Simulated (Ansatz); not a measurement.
## Electronic structure of Ga₄Sb₃As in real space

The calculation's input:

```
crystal:
  lattice:
    - [-3.0093537611, 3.0093537611, 6.0095316399]
    - [3.0093537611, -3.0093537611, 6.0095316399]
    - [3.0093537611, 3.0093537611, -6.0095316399]
  atoms:
    - { symbol: As, position: [0.0, 0.0, 0.0] }
    - { symbol: Ga, position: [0.642118061, 0.642118061, 0.5254818845] }
    - { symbol: Sb, position: [0.25, 0.75, 0.5] }
    - { symbol: Ga, position: [0.8833638235, 0.357881939, 0.0] }
    - { symbol: Sb, position: [0.5, 0.5, 0.0] }
    - { symbol: Ga, position: [0.1166361765, 0.1166361765, 0.4745181155] }
    - { symbol: Sb, position: [0.75, 0.25, 0.5] }
    - { symbol: Ga, position: [0.357881939, 0.8833638235, 0.0] }
kpoints:
  mp_grid: { grid: [6, 6, 6] }
  band_path:
    path:
      - [[0.0, 0.0, 0.0], [-1.426236148539e-17, 1.426236148539e-17, 0.5], [0.25, 0.25, 0.25], [3.949849390063e-17, 0.5, -3.949849390063e-17], [0.0, 0.0, 0.0], [0.5, 0.5, -0.5], [0.3126910067232, 0.6873089932768, -0.3126910067232]]
      - [[-0.3126910067232, 0.3126910067232, 0.3126910067232], [0.0, 0.0, 0.0]]
      - [[-1.426236148539e-17, 1.426236148539e-17, 0.5], [-0.1253820134464, 0.1253820134464, 0.5]]
      - [[0.5, 0.5, -0.1253820134464], [0.5, 0.5, -0.5]]
    npoints: 10
hamiltonian:
  xc: pbe
scf:
  occupations: { method: fermi_dirac, width: 0.02 }
  n_extra_bands: 6
output:
  forces: true
  stress: true
  eigenvalues: true
  write_density: true
  write_potential: true
  elf: true
  volumetric_format: npy
```

Command:

```sh
ansatz run input.yaml --threads 4 --pin off --max-ram 6451MiB --backend cpu --events-out ev --progress --plain --runs-dir out
```

Below, planes, directions and counts refer to the conventional cell (a = 6.02 Å, b = 6.02 Å, c = 12.02 Å, α = 90.00°, β = 90.00°, γ = 90.00°).

Space group I-42m; started from the ordered alloy on zincblende lattice prototype, which need not be the ambient phase; computed pressure about 2 GPa in this cell.

Theory: DFT, PBE, plane waves, PAW (Ansatz 0.2.0).

Core electrons are frozen (PAW), and the valence fields are smoothed inside the atomic spheres.

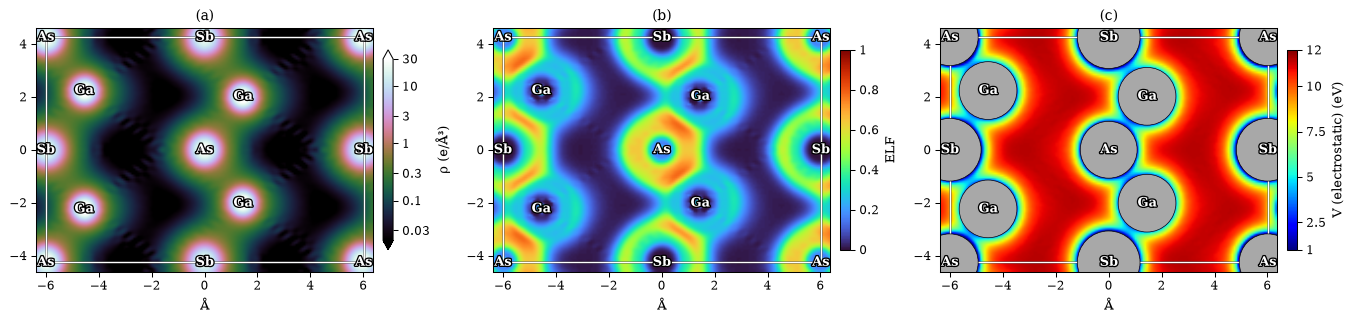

Figure 1. (a) valence charge density (pseudo); (b) ELF; (c) electrostatic potential (local pseudopotential plus Hartree) felt by an electron on the (110) plane of the conventional cell. Grey discs cover the atomic cores in the potential map.

**Read the bonding off the picture.**

- Atoms in the plane: As, Ga and Sb.
- Ga–As (2.49 Å): the density is about 0.47 e/Å³ at the midpoint; the ELF peaks at about 0.80 between the atoms (a covalent bond).
- Ga–Sb (2.67 Å): ρ is about 0.41 e/Å³ halfway; the ELF peaks at about 0.70 between the atoms.
- The density dies away to nearly zero in the voids.
- Outside the cores the potential energy rises away from the atoms and is highest about 2.6 Å from the nearest atoms; its zero is arbitrary.

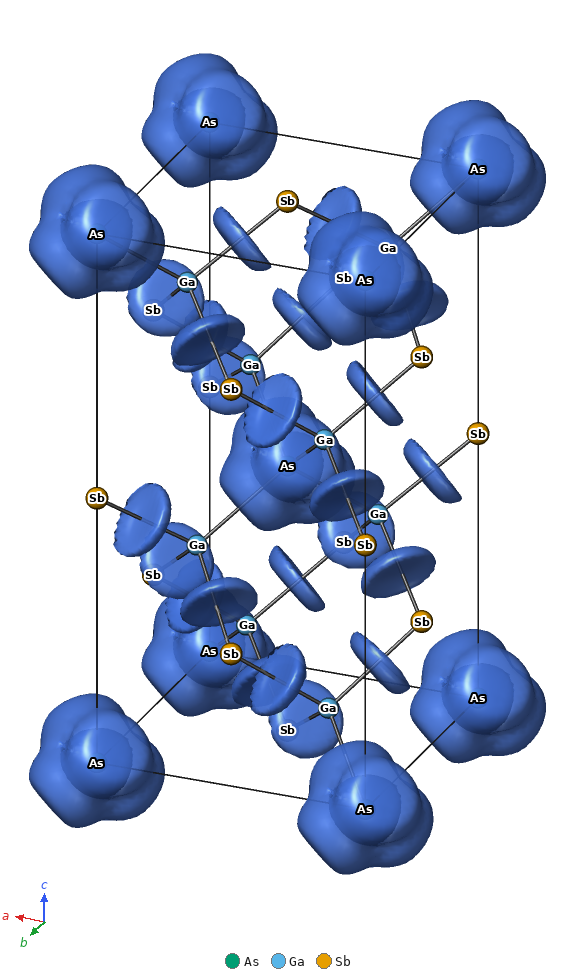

Figure 2. Isosurface of the electron localisation function at 0.6 (blue), seen at an oblique angle. Only the valence region is drawn (cores and ρ < 0.01 e/Å³ removed). Sticks mark near contacts.

**Describe the localisation domains.**

The ELF exceeds this value in 24 regions between bonded Ga–Sb atoms (shared pairs) and two regions on As in which the atom's valence shell and bonds are merged, counted in one cell of 16 atoms. Any copies at cell faces, edges or corners count once.


 Ga–Sb (2.64 Å): the ELF peaks at about 0.70 between the atoms.
